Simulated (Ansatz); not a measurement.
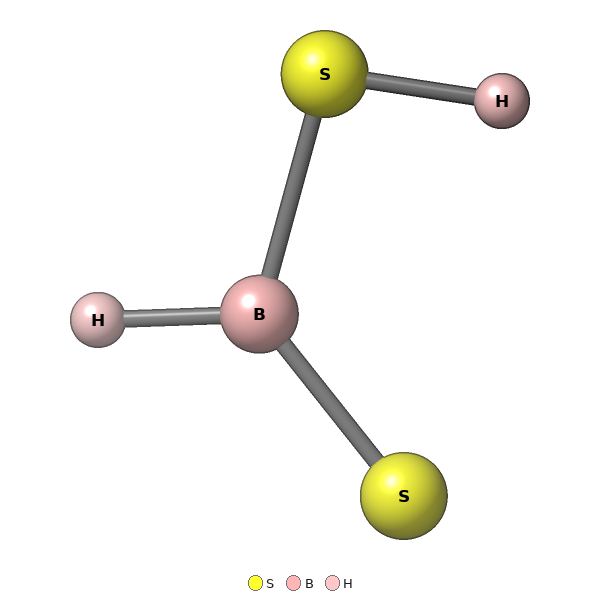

All atoms lie in one plane, which faces the viewer. The species has charge −1 and is a spin singlet. The computed structure is the end point of a PBE0-D4/def2-TZVPD optimisation. No frequency run is at hand to confirm it as a minimum.

Question: List the symmetry elements and name the point group.

Answer: It has 1 mirror plane, so the point group is Cs. The group has 2 operations. The geometry is achiral, and symmetry allows a dipole moment.
